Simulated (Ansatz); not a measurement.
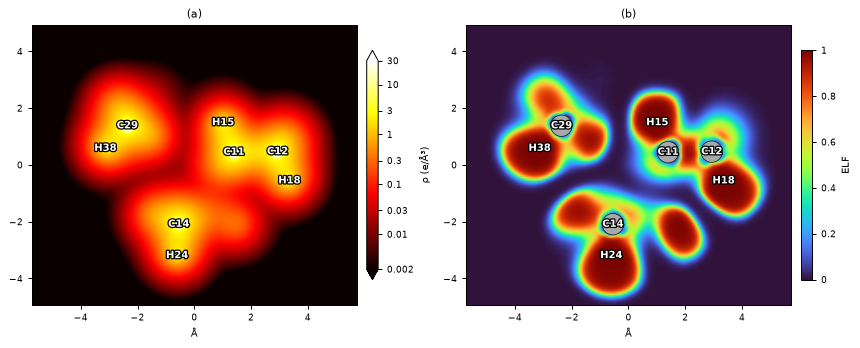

C₁₀H₂₆GeN₂ (charge +1, doublet). (a) total electron density; (b) electron localisation function on the plane of atoms C12, C11 and H15. Grey discs cover the atomic cores in the ELF map.

Geometry: PBE-D4/def2-SVP.

Theory: Ansatz, UKS PBE0-D4/def2-TZVP.

```xyz
39

Ge    1.0216   -0.0055    0.7474
C     0.8835   -0.3739    2.6489
H     1.3902   -1.3344    2.8673
H    -0.1624   -0.4364    3.0033
H     1.3994    0.4290    3.2110
C     2.7948    0.3592    0.0455
H     2.8174    0.4331   -1.0578
H     3.4804   -0.4522    0.3594
H     3.1633    1.3126    0.4724
N    -0.1517    1.4145    0.2892
C    -1.2920    1.7637    1.1301
C    -0.9756    2.9363    2.0730
C    -0.0379    2.1084   -0.9874
C    -1.0482    1.6704   -2.0571
H    -1.5927    0.8796    1.7300
H    -2.1627    2.0192    0.4890
H    -0.1488    2.6853    2.7668
H    -0.6897    3.8442    1.5057
H    -1.8722    3.1802    2.6768
H    -0.1658    3.1985   -0.7896
H     0.9966    1.9854   -1.3676
H    -0.9156    0.6029   -2.3202
H    -2.0947    1.8167   -1.7231
H    -0.9064    2.2746   -2.9746
N     0.2209   -1.4155   -0.2391
C     0.6784   -1.7645   -1.5798
C     1.6621   -2.9462   -1.5636
C    -0.9688   -2.1007    0.2501
C    -2.2879   -1.6503   -0.3932
H     1.1689   -0.8833   -2.0431
H    -0.1962   -2.0099   -2.2196
H     2.5738   -2.7053   -0.9815
H     1.1980   -3.8512   -1.1238
H     1.9677   -3.1897   -2.6005
H    -0.8273   -3.1917    0.0667
H    -1.0210   -1.9794    1.3513
H    -2.4897   -0.5812   -0.1861
H    -2.2836   -1.7946   -1.4920
H    -3.1260   -2.2478    0.0156
```

> What do the fields say about this system?

Atoms in the plane: C and H. C–C (1.54 Å): ρ at the midpoint is about 1.6 e/Å³; the ELF peaks at about 0.95 between the atoms; a shared electron pair. C–H (1.11 Å): the density is about 2 e/Å³ at the midpoint; the ELF climbs to about 1 towards the hydrogen, as it does in any bond to H; a covalent bond by its length.
